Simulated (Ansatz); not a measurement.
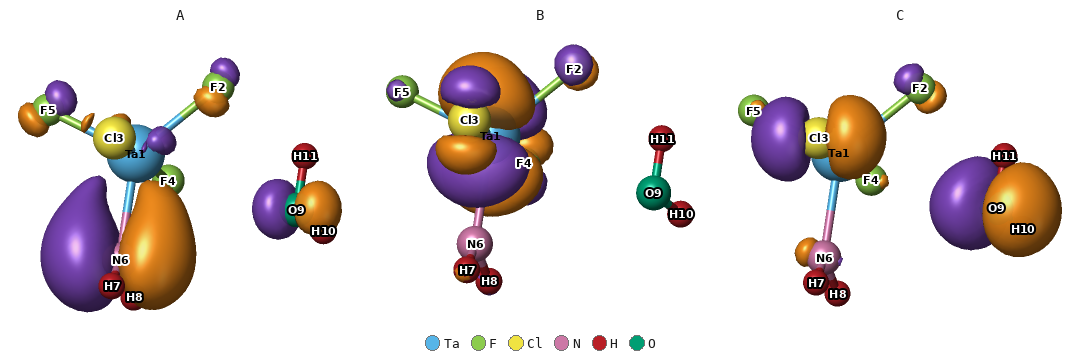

The picture shows: ClF₃H₂NTa···H₂O. Three frontier orbitals at ±0.15 Å⁻³ᐟ² (orange and purple are the two phases), in no order.

Core potentials replace the inner electrons of Ta; not at a stationary point (largest force 0.9 eV/Å).

The calculation used RKS B3LYP-D4/def2-SVP (Ansatz).

```xyz
11

Ta   -0.1786    0.0824    0.0787
F     1.7115    0.1776    0.4069
Cl   -0.6138    0.4119    2.3595
F     0.2331   -0.5668   -1.6543
F    -0.9279    1.6852   -0.5202
N    -1.5557   -1.3234    0.0742
H    -2.0509   -1.6611    0.8957
H    -1.6443   -1.9705   -0.7076
O     1.4768   -2.4924    1.0411
H     1.7406   -3.0424    0.2886
H     2.1648   -1.7868    1.0674
```

### Order the three orbitals by energy and name them.

C is the HOMO−1 (−8.94 eV). It lies mainly on O9 (about 60 %) and Cl3 (about 25 %). A is the HOMO (−8.16 eV). Its weight (Hirshfeld) is mainly on N6 (about 60 %), Ta1 (about 15 %) and O9 (about 10 %). B is the LUMO (−2.91 eV). It lies mainly on Ta1 (about 70 %), Cl3 (about 10 %) and F4 (about 10 %).

### What is the HOMO–LUMO gap?

5.25 eV between the orbital energies.
